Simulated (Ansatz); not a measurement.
Input file:

```
crystal:
  periodic: [false, false, false]
  atoms:
    - { symbol: B, position_ang: [-0.22393, 1.89832, -0.43545] }
    - { symbol: C, position_ang: [0.34336, 0.97401, 0.44038] }
    - { symbol: "N", position_ang: [0.41202, -0.39443, 0.60083] }
    - { symbol: Si, position_ang: [-0.14061, -1.73364, -0.10032] }
    - { symbol: H, position_ang: [-0.27826, 0.90811, -0.45256] }
    - { symbol: H, position_ang: [0.90724, 1.47436, 1.24139] }
    - { symbol: H, position_ang: [0.32462, -2.92643, 0.58473] }
    - { symbol: H, position_ang: [-0.99279, -2.04839, -1.25209] }
magnetization:
  spin_polarized: true
basis:
  gaussian: { orbitals: cc-pVDZ }
hamiltonian:
  xc: pbe0
relax:
  f_tol: 0.02
  max_steps: 50
output:
  orbitals: {}
```

Run with:

```sh
ansatz run input.yaml --threads 2 --pin off --max-ram 3072MiB --backend cpu --events-out ev --progress --plain --runs-dir out
```

The fields are those of the run's last geometry, not of the input's.

Computed with UKS PBE0/cc-pVDZ in Ansatz 0.2.0.

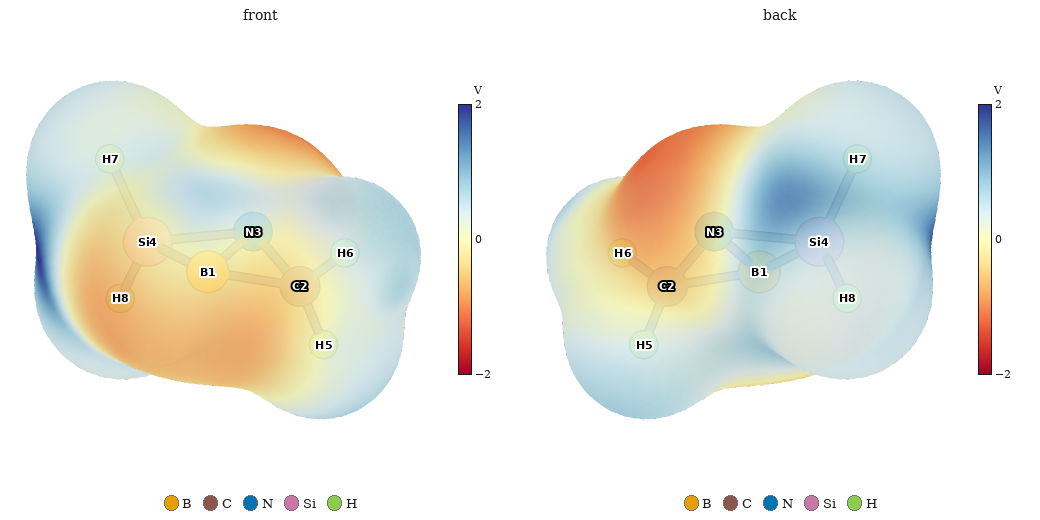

CH₄BNSi. The molecular electrostatic potential painted on the density surface at 0.002 e/bohr³, seen from the front and from behind; red is negative and blue positive.

**Which sites attract a positive test charge, and which a negative one?**

A positive charge is drawn to the negative regions and a negative charge to the positive ones. The most negative region (about −1.2 V) lies over N3, the most positive (about +1.9 V) over Si4. N3 is the likeliest acceptor of a hydrogen bond.
